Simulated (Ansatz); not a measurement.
## Converging the plane-wave cutoff: SrGaSi (P3m1, 3 atoms in the cell)

```xyz
3
Lattice="4.1921 0.0000 0.0000 -2.0961 3.6305 0.0000 0.0000 0.0000 4.7500" Properties=species:S:1:pos:R:3 pbc="T T T"
Sr     0.0000     0.0000     0.0500
Ga     0.0000     2.4203     2.3750
Si     2.0961     1.2102     2.3750
```

Method of the run: PBEsol, default PAW files made with PBE (plane waves; Ansatz, a quantum-chemistry and plane-wave program).

Base settings: basis.ecutwfc = 420 eV; kpoints.mp_grid.grid = 9 9 7; hamiltonian.xc = pbesol; hamiltonian.pseudopotentials = {kind: paw} (the program's default PAW files); scf.occupations.method = fermi_dirac; scf.occupations.width = 0.1 eV.

The second cell is the first with its lattice scaled by 0.98.

The mesh stays at the base's, so the ladder's end is converged at best in this setting alone.

The first pressure column holds Ansatz's estimate of the finite-basis (Pulay) stress, which hides part of the cutoff error; the other is without it.

Only quantities that move along the ladder and can be compared are tabulated.

The count of work is k-points × plane waves × bands × iterations; it is no time. 

The starting cell comes from a database of computed structures (which also holds hypothetical and non-ambient phases and stackings), without a prior relaxation at this level. Its lattice was rescaled by up to half a per cent. One atom was moved a little off its site on purpose.

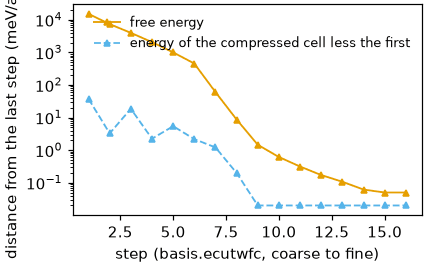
Figure. Distance from the last step along the ladder; very small values are drawn at a floor.

| basis.ecutwfc | free energy less the last step's (meV/atom) | energy of the compressed cell less the first (meV/atom) | pressure (GPa) | pressure without the Pulay estimate (GPa) | largest difference of a force vector from the last step's (eV/Å) | count of work / last |
|---|---|---|---|---|---|---|
| 145 eV | 15213.82 | -38.36 | -4.18 | -287.65 | 0.052 | 0.055 |
| 170 eV | 7363.58 | 2.37 | -1.69 | -166.44 | 0.023 | 0.069 |
| 190 eV | 3976.71 | 17.66 | -1.76 | -107.77 | 0.031 | 0.084 |
| 210 eV | 2063.53 | 1.34 | -1.66 | -67.88 | 0.011 | 0.098 |
| 230 eV | 1000.49 | 4.53 | -1.59 | -40.19 | 0.004 | 0.11 |
| 250 eV | 454.59 | 1.28 | -1.58 | -22.34 | 0.008 | 0.13 |
| 295 eV | 60.47 | 0.31 | -1.72 | -5.48 | 0.003 | 0.16 |
| 335 eV | 8.70 | -0.70 | -1.77 | -2.39 | 0.001 | 0.19 |
| 380 eV | 1.46 | -0.88 | -1.79 | -1.86 | 0.000 | 0.23 |
| 420 eV | 0.61 | -0.89 | -1.79 | -1.81 | 0.000 | 0.27 |
| 460 eV | 0.31 | -0.89 | -1.79 | -1.80 | 0.000 | 0.30 |
| 505 eV | 0.17 | -0.89 | -1.79 | -1.80 | 0.000 | 0.35 |
| 565 eV | 0.11 | -0.89 | -1.79 | -1.80 | 0.000 | 0.41 |
| 630 eV | 0.06 | -0.89 | -1.79 | -1.80 | 0.000 | 0.49 |
| 735 eV | 0.02 | -0.90 | -1.79 | -1.79 | 0.000 | 0.62 |
| 840 eV | 0.01 | -0.90 | -1.79 | -1.79 | 0.000 | 0.76 |
| 1010 eV | 0.00 | -0.90 | -1.79 | -1.79 | 0.000 | 1.0 |

Coarsest basis.ecutwfc that holds the free energy within 0.5 meV/atom of the last step, with all finer ones: 460 eV, at 0.30 of the last step's count of work; the step before is off by 0.61 meV/atom.

Coarsest basis.ecutwfc that holds the pressure within 0.05 GPa of the last step, with all finer ones: 335 eV, at 0.19 of the last step's count of work; the step before is off by 0.07 GPa.

Coarsest basis.ecutwfc that holds the pressure without the Pulay estimate within 0.5 GPa of the last step, with all finer ones: 380 eV, at 0.23 of the last step's count of work; the step before is off by 0.59 GPa.

The energy difference between the two cells stays within 1 meV/atom of the last step's from 335 eV on, the total only from 420 eV on: much of the error is common to both cells and cancels.

At the lowest cutoff the pressure without the Pulay estimate lies 286 GPa under the last step's, the usual sign of Pulay stress in an incomplete plane-wave basis.

Keys are those of Ansatz 0.2.
